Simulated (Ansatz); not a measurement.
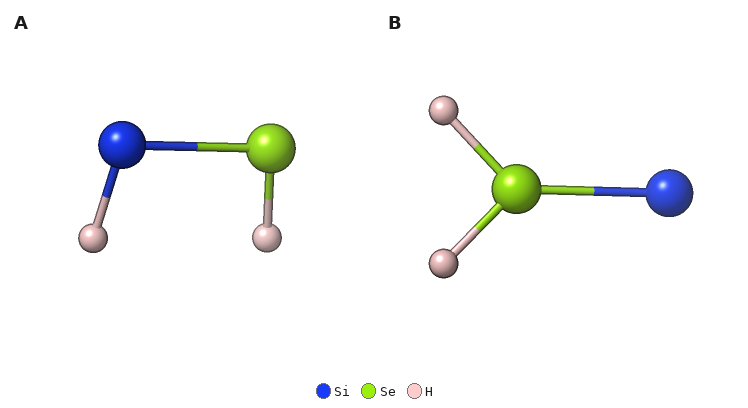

2 stationary structures of one formula. Geometries: PBE0-D4/def2-TZVP. Electronic energies: PBE-D4/def2-TZVPP (Ansatz 0.2.0), without zero-point energy. No frequency run is at hand to confirm each as a minimum.

Which structure is the most stable?

A is lowest (Cs); B lies 62.0 kcal/mol above it.

Give E(B) − E(A) in kcal/mol at these levels too: ωB97M-V/def2-TZVPP; PBE0-D4/def2-TZVP; PBE-D4/def2-TZVPP; B3LYP-D4/def2-TZVPP; PBE0-D4/def2-TZVPP; r2SCAN-D4/def2-TZVPP; RHF-CCSD(T) (frozen core)/def2-TZVPP.

| level | E(B) − E(A) (kcal/mol) |
| --- | --- |
| ωB97M-V/def2-TZVPP | +68.6 |
| PBE0-D4/def2-TZVP | +65.2 |
| PBE-D4/def2-TZVPP | +62.0 |
| B3LYP-D4/def2-TZVPP | +66.6 |
| PBE0-D4/def2-TZVPP | +65.1 |
| r2SCAN-D4/def2-TZVPP | +65.0 |
| RHF-CCSD(T) (frozen core)/def2-TZVPP | +66.9 |
